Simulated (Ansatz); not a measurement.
# B3LYP/6-31G(d) (Cartesian functions) run of C2H3ClSi (SMILES ClC1=C[SiH2]1)

What is the energy change on altering one bond length of C2H3ClSi at B3LYP/6-31G* (Cartesian functions)? 

Program for the calculation: Ansatz 0.2.0.

57 further runs of the same task are left out: 57 set aside as unsound or not needed.

### 1 Starting point

C2H3ClSi has 7 atoms, charge 0, and is taken as a singlet. As SMILES, `ClC1=C[SiH2]1`. Geometry: relaxed at PBE0-D4/def2-TZVP.

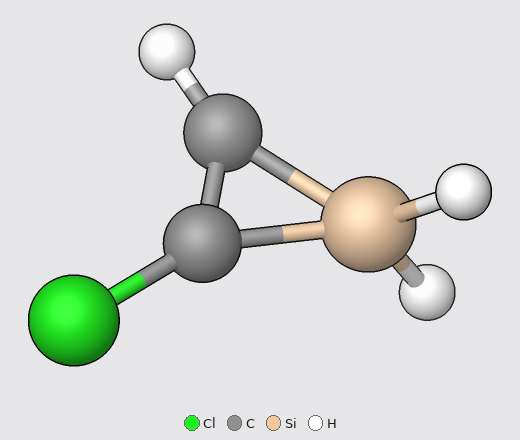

The structure, seen from a chosen angle (chlorine green, carbon grey, silicon light orange, hydrogen white).

### 2 The energy at B3LYP/6-31G(d) (Cartesian functions)

molecule.yaml

```yaml
crystal:
  periodic: [false, false, false]
  atoms:
    - {symbol: Cl, position_ang: [-1.169200, -2.293300, 0.411500]}
    - {symbol: C, position_ang: [-0.358000, -0.819900, 0.163200]}
    - {symbol: C, position_ang: [0.836800, -0.330000, 0.466700]}
    - {symbol: Si, position_ang: [-0.185900, 0.871600, -0.438900]}
    - {symbol: H, position_ang: [1.727500, -0.673800, 0.975600]}
    - {symbol: H, position_ang: [-0.837800, 2.011300, 0.248800]}
    - {symbol: H, position_ang: [0.047800, 1.166200, -1.872600]}
basis:
  gaussian:
    orbitals: "6-31G*"
output:
  orbitals: {seedname: orbitals}
hamiltonian:
  xc: {name: B3LYP}
accuracy: high
```

Launch:

```
ansatz run molecule.yaml --threads 1 --pin off --max-ram 3480MiB --events-out events.jsonl --progress --plain --runs-dir runs
```

Standard output:

```text
Warning: RAYON_NUM_THREADS=1 ignored (pool sized by the plan → 1); use --threads N
Functional definition: B3LYP
  name "B3LYP"
  parameter a0 = 0.2
  parameter ax = 0.72
  parameter ac = 0.81
  exchange = (1 - a0 - ax)*slater_x + ax*b88_x + a0*exact_x
  correlation = (1 - ac)*vwn_rpa_c + ac*lyp_c
1605 factors; integrals over basis functions are off by at most 3.6e-9 eV
mean field evaluation 1: about -22515.9674 eV, gradient 4.4e1 eV
mean field evaluation 2: about -22509.5209 eV, gradient 6.3e1 eV
mean field evaluation 4: about -22520.7654 eV, gradient 2.2e0 eV
mean field evaluation 8: about -22520.8776 eV, gradient 1.2e-1 eV
mean field evaluation 16: about -22520.8776 eV, gradient 8.8e-6 eV
mean field -22520.87762931 eV, -827.6269876782 hartree, gradient 2.4e-8 eV, S^2 0.000000; 0 other end points of the search recorded, 0 dependent functions left out
reference -22520.87766826 eV, -827.6269891094 hartree; 23, 23 occupied and 51, 51 virtual orbitals, 1605 factors
Total energy: -22520.87766826 eV, -827.6269891094 hartree
```

Run time: 5.4 s. Hardware: 1 thread of Arm Neoverse V2, shared host; peak memory 0.23 GiB.

### 3 The distorted shape at the same level

job.yaml

```yaml
crystal:
  periodic: [false, false, false]
  atoms:
    - {symbol: Cl, position_ang: [-1.881732, -2.018271, 0.004396]}
    - {symbol: C, position_ang: [-1.070532, -0.544871, -0.243904]}
    - {symbol: C, position_ang: [0.124268, -0.054971, 0.059596]}
    - {symbol: Si, position_ang: [-0.898432, 1.146629, -0.846004]}
    - {symbol: H, position_ang: [1.727500, -0.673800, 0.975600]}
    - {symbol: H, position_ang: [-1.550332, 2.286329, -0.158304]}
    - {symbol: H, position_ang: [-0.664732, 1.441229, -2.279704]}
basis:
  gaussian: {orbitals: "6-31G*"}
accuracy: high
output: {orbitals: {seedname: orbitals}}
hamiltonian: {xc: {name: B3LYP}}
```

Launch:

```
ansatz run job.yaml --threads 1 --pin off --max-ram 3480MiB --events-out events.jsonl --progress --plain --runs-dir runs
```

Standard output, cut to the lines that bear on the results:

```text
Warning: RAYON_NUM_THREADS=1 ignored (pool sized by the plan → 1); use --threads N
[... 7 set-up lines as earlier in the session ...]
1606 factors; integrals over basis functions are off by at most 3.8e-9 eV
mean field evaluation 1: about -22511.4285 eV, gradient 4.6e1 eV
mean field evaluation 2: about -22497.6301 eV, gradient 7.6e1 eV
mean field evaluation 4: about -22517.2831 eV, gradient 6.3e0 eV
mean field evaluation 8: about -22517.4729 eV, gradient 4.7e-1 eV
mean field evaluation 16: about -22517.4738 eV, gradient 1.1e-4 eV
mean field -22517.47378276 eV, -827.5018986245 hartree, gradient 5.4e-8 eV, S^2 0.000000; 0 other end points of the search recorded, 0 dependent functions left out
reference -22517.47382463 eV, -827.5019001631 hartree; 23, 23 occupied and 51, 51 virtual orbitals, 1606 factors
Total energy: -22517.47382463 eV, -827.5019001631 hartree
```

Wall time 5.4 s (1 thread of Arm Neoverse V2, shared host); peak memory 0.23 GiB.

### 4 Results

At B3LYP/6-31G* (Cartesian functions):

| quantity | value |
| --- | --- |
| first shape: total energy | -827.62699 Eh |
| first shape: HOMO energy | -7.46 eV |
| first shape: LUMO energy | -0.40 eV |
| first shape: HOMO–LUMO gap | 7.07 eV |
| distorted shape: total energy | -827.50190 Eh |
| distorted shape: HOMO energy | -7.27 eV |
| distorted shape: LUMO energy | -2.61 eV |
| distorted shape: HOMO–LUMO gap | 4.67 eV |
| energy change with the C3–H5 bond stretched from 1.082 to 1.947 Å | 3.404 eV |

**Reading.** With the C3–H5 bond stretched from 1.082 to 1.947 Å the energy rises by 3.40 eV (78 kcal/mol). The first shape isn't relaxed at this level, so the change isn't measured from a minimum. A restricted reference can't describe the breaking bond well at this length.
